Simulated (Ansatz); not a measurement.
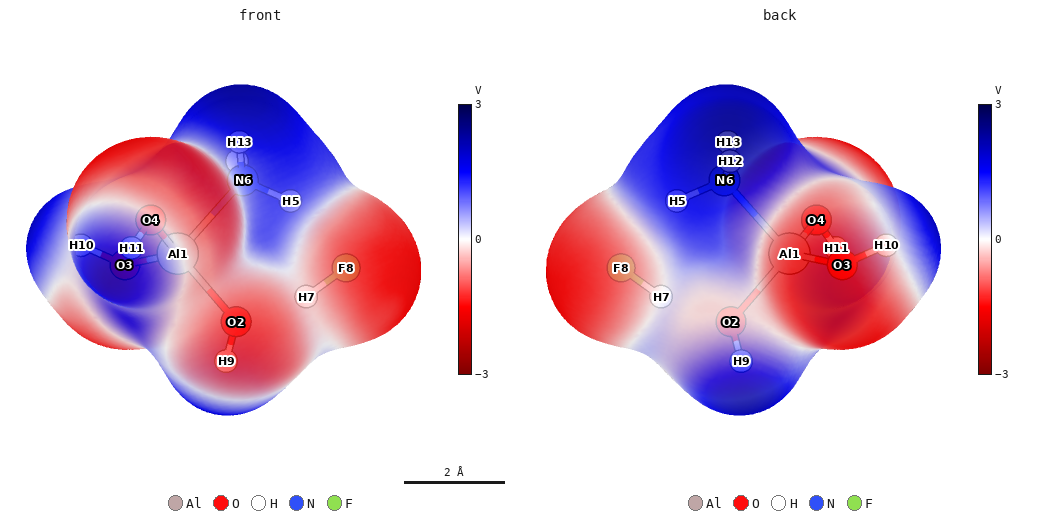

Figure 1: AlH₆NO₃···HF. The molecular electrostatic potential painted on the density surface at 0.002 e/bohr³, seen from the front and from behind; the colour scale runs from red (negative) to blue (positive).

Theory: RKS B3LYP/cc-pVDZ (Ansatz).

```yaml
atoms:
  - { symbol: Al, position_ang: [-0.7173, -0.1459, -0.2574] }
  - { symbol: O, position_ang: [-0.2977, -0.9809, 1.2797] }
  - { symbol: O, position_ang: [-0.9506, -1.3351, -1.5154] }
  - { symbol: O, position_ang: [-1.6715, 1.3126, -0.1367] }
  - { symbol: H, position_ang: [1.6352, 0.5942, 0.2660] }
  - { symbol: N, position_ang: [1.0567, 0.7545, -0.5843] }
  - { symbol: H, position_ang: [1.0337, -0.5300, 1.7791] }
  - { symbol: F, position_ang: [1.9123, -0.0855, 1.8751] }
  - { symbol: H, position_ang: [-0.4744, -1.9292, 1.3324] }
  - { symbol: H, position_ang: [-1.5152, -1.1355, -2.2705] }
  - { symbol: H, position_ang: [-2.5134, 1.3226, 0.3319] }
  - { symbol: H, position_ang: [1.5676, 0.3951, -1.3935] }
  - { symbol: H, position_ang: [0.9348, 1.7629, -0.7065] }
```

**Where is the surface potential most negative and most positive?**

The most negative region (about −1.7 V) lies over O3, the most positive (about +2.3 V) over H12. O3 is the likeliest acceptor of a hydrogen bond.
